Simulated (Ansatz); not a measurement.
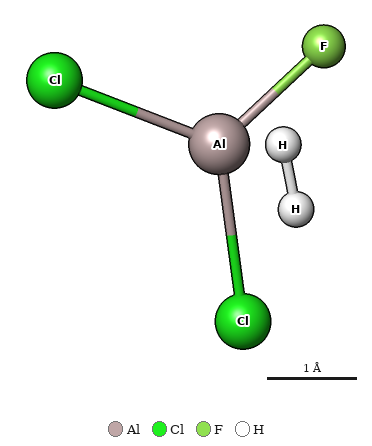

Figure 1. The input geometry (ball-and-stick view, seen at a tilt). Sticks mark near contacts.

**Run report: AlH₂Cl₂F, nudged elastic band**

The run: nudged elastic band of AlH₂Cl₂F. Method and program: RKS PBE-D4/def2-SVP (Ansatz 0.2.0).

It belongs to a series of runs on one base structure; here: band between the two ends.

What the program printed
```
Engine: ansatz 0.2.0, aarch64-unknown-linux-gnu
Functional definition: PBE
  parameter kappa = 0.804
  parameter beta = 0.06672455060314922
  exchange = pbe_x(kappa = kappa, mu = beta*pi^2/3)
  correlation = pbe_c(beta = beta)
847 factors; their error is unknown
mean field evaluation 1: about -34365.2732 eV, gradient 3.9e1 eV
mean field evaluation 2: about -34352.1068 eV, gradient 9.9e1 eV
mean field evaluation 4: about -34367.9000 eV, gradient 4.0e0 eV
mean field evaluation 8: about -34367.8887 eV, gradient 7.2e-2 eV
mean field evaluation 16: about -34367.8887 eV, gradient 8.4e-6 eV
mean field -34367.88873369 eV, -1262.9966155714 hartree, gradient 8.4e-6 eV, S^2 0.000000; 0 other end points of the search recorded, 0 dependent functions left out
the calculation of the forces begins
reference -34367.88876896 eV, -1262.9966168674 hartree; 29, 29 occupied and 49, 49 virtual orbitals, 847 factors
847 factors; their error is unknown
mean field evaluation 32: about -34366.8187 eV, gradient 7.2e-5 eV
mean field -34366.81871135 eV, -1262.9572929757 hartree, gradient 7.2e-5 eV, S^2 0.000000; 0 other end points of the search recorded, 0 dependent functions left out
[... from here on the field's lines of each further geometry are left out, up to the last ...]
NEB iter   1: max|band force component| = 5.030e0 eV/Å  barrier→ = 1.7986 eV  barrier← = 0.7215 eV  Δτ_max = 0.2000 Å  (173 SCF iters)
NEB iter   2: max|band force component| = 2.236e0 eV/Å  barrier→ = 1.2513 eV  barrier← = 0.1743 eV  Δτ_max = 0.2000 Å  (153 SCF iters)
NEB iter   3: max|band force component| = 1.022e0 eV/Å  barrier→ = 1.1870 eV  barrier← = 0.1100 eV  Δτ_max = 0.1943 Å  (151 SCF iters)
NEB iter   4: max|band force component| = 7.510e-1 eV/Å  barrier→ = 1.3624 eV  barrier← = 0.2853 eV  Δτ_max = 0.1012 Å  (142 SCF iters)
NEB iter   5: max|band force component| = 8.776e-1 eV/Å  barrier→ = 1.2969 eV  barrier← = 0.2199 eV  Δτ_max = 0.0508 Å  (134 SCF iters)
NEB iter   6: max|band force component| = 4.201e-1 eV/Å  barrier→ = 1.2190 eV  barrier← = 0.1420 eV  CI = image 3  Δτ_max = 0.0511 Å  (134 SCF iters)
NEB iter   7: max|band force component| = 3.184e-1 eV/Å  barrier→ = 1.2118 eV  barrier← = 0.1347 eV  CI = image 3  Δτ_max = 0.1025 Å  (133 SCF iters)
NEB iter   8: max|band force component| = 1.739e-1 eV/Å  barrier→ = 1.1986 eV  barrier← = 0.1216 eV  CI = image 3  Δτ_max = 0.0123 Å  (131 SCF iters)
NEB iter   9: max|band force component| = 6.348e-2 eV/Å  barrier→ = 1.1977 eV  barrier← = 0.1206 eV  CI = image 3  Δτ_max = 0.0088 Å  (128 SCF iters)
the calculation of the forces begins
reference -34366.81147605 eV, -1262.9570270834 hartree; 29, 29 occupied and 49, 49 virtual orbitals, 847 factors
847 factors; their error is unknown
mean field evaluation 512: about -34366.7432 eV, gradient 2.3e-1 eV
mean field -34366.69491977 eV, -1262.9527437190 hartree, gradient 2.0e-5 eV, S^2 0.000000; 1 other end points of the search recorded, 0 dependent functions left out
the calculation of the forces begins
reference -34366.69495572 eV, -1262.9527450401 hartree; 29, 29 occupied and 49, 49 virtual orbitals, 847 factors
NEB iter  10: max|band force component| = 2.397e-2 eV/Å  barrier→ = 1.1976 eV  barrier← = 0.1206 eV  CI = image 3  Δτ_max = 0.0000 Å  (249 SCF iters)
```

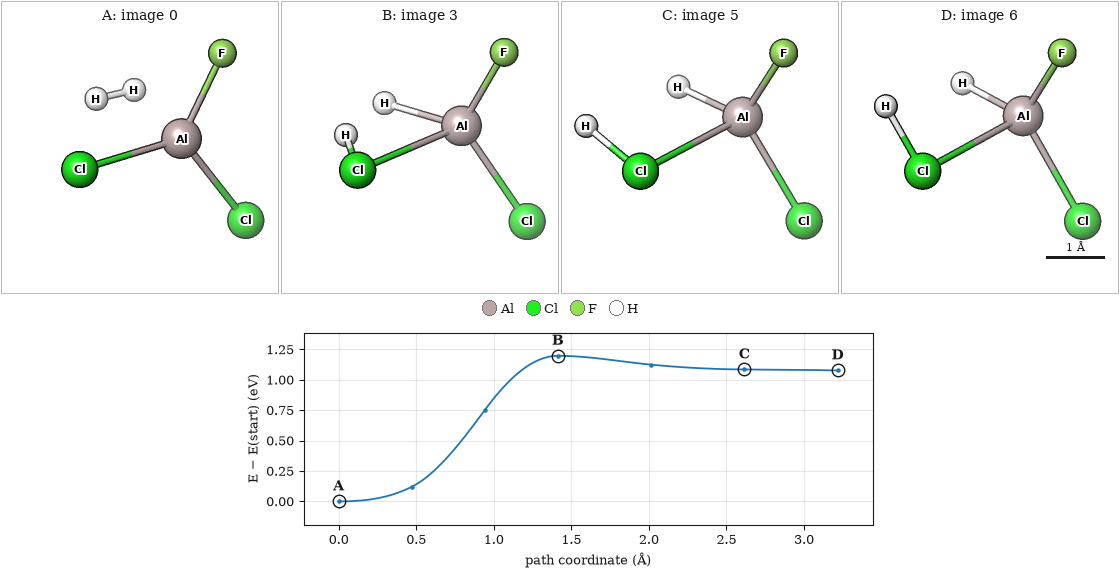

Figure 2. Images of the last band (counted from 0; ball-and-stick, seen at a tilt) above the energy along the path; the line is a cubic interpolation that uses the forces. The highest image is number 3, 1.198 eV above the start and 0.121 eV above the end (the climbing image); the end lies 1.077 eV above the start. The path is 3.22 Å long. The band converged in 10 iterations.

```
Total energy: -34366.83138882 eV, -1262.9577588641 hartree
Atom 0 at     0.134265    -0.458239    -0.120527 Å, force    -0.009031     0.001327    -0.009855 eV/Å
Atom 1 at     0.123393     0.100718     2.275377 Å, force     0.001853    -0.003773     0.001991 eV/Å
Atom 2 at     1.845101     0.369442    -1.017127 Å, force    -0.005921    -0.001818     0.003558 eV/Å
Atom 3 at    -1.389411    -0.047676    -0.680641 Å, force     0.013963    -0.002906     0.004309 eV/Å
Atom 4 at     0.264478    -1.949264     0.552655 Å, force     0.000607     0.002488     0.001547 eV/Å
Atom 5 at     0.214375    -1.202481     1.755262 Å, force    -0.001471     0.004681    -0.001550 eV/Å
Dipole moment:     0.079706    -0.232978     0.418793 e Å
this run last wrote the band of iteration 10 to [file]
```

The last band as extended XYZ (Å, eV, eV/Å)
```
6
Properties=species:S:1:pos:R:3:forces:R:3 image=0 energy=-34368.02898
Al    0.0726    0.0808    0.2422    0.0181   0.0039   0.0037
Cl    0.0059    0.7235    2.2395   -0.0052  -0.0011  -0.0085
Cl    1.8320    0.2121   -0.8873   -0.0094   0.0009   0.0032
F    -1.3589   -0.2217   -0.5610   -0.0034   0.0028   0.0054
H     0.3560   -2.1061    0.4960    0.0061  -0.0146   0.0083
H     0.2846   -1.8760    1.2358   -0.0062   0.0082  -0.0121
6
Properties=species:S:1:pos:R:3:forces:R:3 image=1 energy=-34367.90868
Al    0.0963   -0.0378    0.1644   -0.0317   0.3192   0.1846
Cl    0.0567    0.4311    2.2354   -0.0443   0.3453   0.0002
Cl    1.8267    0.2987   -0.9671   -0.0100  -0.0974   0.0354
F    -1.3555   -0.1817   -0.6486    0.0312  -0.0975   0.0485
H     0.3051   -2.0476    0.6484    0.0214  -0.1555  -0.0610
H     0.2629   -1.6501    1.3325    0.0334  -0.3141  -0.2077
6
Properties=species:S:1:pos:R:3:forces:R:3 image=2 energy=-34367.27714
Al    0.1206   -0.2655    0.0364   -0.0601   0.7822   0.6315
Cl    0.0971    0.2052    2.2306   -0.0491   0.4712  -0.1904
Cl    1.8343    0.3482   -1.0041   -0.0253  -0.1971   0.0180
F    -1.3803   -0.1141   -0.6835    0.0533  -0.2131   0.0089
H     0.2834   -1.9391    0.6990    0.0022   0.0350   0.6226
H     0.2371   -1.4221    1.4865    0.0790  -0.8782  -1.0906
6
Properties=species:S:1:pos:R:3:forces:R:3 image=3 energy=-34366.83135
Al    0.1343   -0.4582   -0.1205   -0.0090   0.0013  -0.0099
Cl    0.1234    0.1007    2.2754    0.0019  -0.0038   0.0020
Cl    1.8451    0.3694   -1.0171   -0.0059  -0.0018   0.0036
F    -1.3894   -0.0477   -0.6806    0.0140  -0.0029   0.0043
H     0.2645   -1.9493    0.5527    0.0006   0.0025   0.0015
H     0.2144   -1.2025    1.7553   -0.0015   0.0047  -0.0015
6
Properties=species:S:1:pos:R:3:forces:R:3 image=4 energy=-34366.90433
Al    0.1517   -0.5447   -0.2598    0.0069  -0.0319  -0.0330
Cl    0.0895    0.1047    2.2582   -0.0020   0.0338  -0.0034
Cl    1.8311    0.5078   -0.9876   -0.0042   0.0187  -0.0050
F    -1.3712   -0.0083   -0.7192    0.0049   0.0145  -0.0017
H     0.3008   -2.0472    0.2488   -0.0036  -0.0206  -0.0648
H     0.1903   -1.1996    2.2246   -0.0020  -0.0145   0.1079
6
Properties=species:S:1:pos:R:3:forces:R:3 image=5 energy=-34366.94390
Al    0.2293   -0.5961   -0.3363    0.0052   0.0021  -0.0061
Cl    0.1651    0.0850    2.1995    0.0016  -0.0045   0.0025
Cl    1.8123    0.6675   -0.9476   -0.0018   0.0007   0.0012
F    -1.3281   -0.0889   -0.7129   -0.0016  -0.0014   0.0013
H     0.4582   -2.1311   -0.0138   -0.0005  -0.0037  -0.0037
H    -0.1446   -1.1240    2.5761   -0.0029   0.0067   0.0048
6
Properties=species:S:1:pos:R:3:forces:R:3 image=6 energy=-34366.95193
Al    0.2998   -0.6408   -0.3414    0.0019  -0.0181  -0.0039
Cl    0.3531   -0.0238    2.2018    0.0177   0.0059   0.0015
Cl    1.7595    0.7698   -0.9388    0.0033   0.0081  -0.0014
F    -1.3137   -0.2141   -0.5508   -0.0035  -0.0015   0.0066
H     0.6339   -2.1797   -0.1740    0.0025   0.0050  -0.0082
H    -0.5404   -0.8989    2.5684   -0.0220   0.0006   0.0053
```

This output came from the following input.

The input
```yaml
crystal:
  periodic: [false, false, false]
  atoms:
    - { symbol: Al, position_ang: [0.072613, 0.080762, 0.242175] }
    - { symbol: Cl, position_ang: [0.005889, 0.72346, 2.239455] }
    - { symbol: Cl, position_ang: [1.831988, 0.212085, -0.887328] }
    - { symbol: F, position_ang: [-1.358886, -0.221717, -0.561047] }
    - { symbol: H, position_ang: [0.35603, -2.106093, 0.495982] }
    - { symbol: H, position_ang: [0.284567, -1.875997, 1.235763] }
basis:
  gaussian: { orbitals: def2-SVP }
hamiltonian:
  xc: pbe
  dispersion: d4
neb:
  order_check: false
  images: 5
  f_tol: 0.03
  max_iterations: 60
  final_atoms:
    - { symbol: Al, position_ang: [0.29980294, -0.64084657, -0.34144829] }
    - { symbol: Cl, position_ang: [0.35306289, -0.02383407, 2.2017518] }
    - { symbol: Cl, position_ang: [1.7594777, 0.76983, -0.93883258] }
    - { symbol: F, position_ang: [-1.31367044, -0.21408543, -0.55083408] }
    - { symbol: H, position_ang: [0.63392188, -2.17965448, -0.17400266] }
    - { symbol: H, position_ang: [-0.54039398, -0.89890945, 2.56836582] }
  initial_path:
    images:
      - { positions_ang: [[0.072613, 0.080762, 0.242175], [0.005889, 0.72346, 2.239455], [1.831988, 0.212085, -0.887328], [-1.358886, -0.221717, -0.561047], [0.35603, -2.106093, 0.495982], [0.284567, -1.875997, 1.235763]] }
      - { positions_ang: [[0.04234704, 0.04731978, 0.15687185], [-0.00049285, 0.4992664, 2.34806965], [1.85794006, 0.14577769, -0.9694622], [-1.40009402, -0.17798098, -0.65880306], [0.38079913, -1.97419243, 0.53675853], [0.31170164, -1.72769047, 1.35156523]] }
      - { positions_ang: [[0.01208108, 0.01387757, 0.07156869], [-0.0068747, 0.27507281, 2.4566843], [1.88389212, 0.07947038, -1.05159639], [-1.44130204, -0.13424495, -0.75655911], [0.40556826, -1.84229185, 0.57753506], [0.33883627, -1.57938395, 1.46736746]] }
      - { positions_ang: [[-0.01818488, -0.01956465, -0.01373446], [-0.01325654, 0.05087921, 2.56529895], [1.90984417, 0.01316307, -1.13373059], [-1.48251006, -0.09050893, -0.85431517], [0.43033739, -1.71039128, 0.61831159], [0.36597091, -1.43107742, 1.58316968]] }
      - { positions_ang: [[0.08781106, -0.22665862, -0.12297241], [0.10884993, 0.02597478, 2.44411657], [1.85972202, 0.26538538, -1.06876459], [-1.42623018, -0.13170109, -0.75315481], [0.49819889, -1.86681235, 0.35420684], [0.06384928, -1.2536881, 1.91156839]] }
      - { positions_ang: [[0.193807, -0.4337526, -0.23221035], [0.23095641, 0.00107036, 2.32293419], [1.80959986, 0.51760769, -1.00379858], [-1.36995031, -0.17289326, -0.65199445], [0.56606038, -2.02323341, 0.09010209], [-0.23827235, -1.07629878, 2.23996711]] }
      - { positions_ang: [[0.29980294, -0.64084657, -0.34144829], [0.35306289, -0.02383407, 2.2017518], [1.7594777, 0.76983, -0.93883258], [-1.31367044, -0.21408543, -0.55083408], [0.63392188, -2.17965448, -0.17400266], [-0.54039398, -0.89890945, 2.56836582]] }
```

Run as:
```bash
ansatz run input.yaml --threads 1 --pin off --max-ram 2048MiB --backend cpu --events-out ev --progress --plain --runs-dir out
```

Summary

| quantity | value |
| --- | --- |
| outcome | converged |
| barrier, forward | 1.198 eV |
| barrier, backward | 0.121 eV |
| hardware | 1 thread of Arm Neoverse V2, 24 GiB of memory available, shared host |
| wall time | 94 s |
| peak memory | 0.14 GiB |

Notes

The order of the saddle point was not checked.
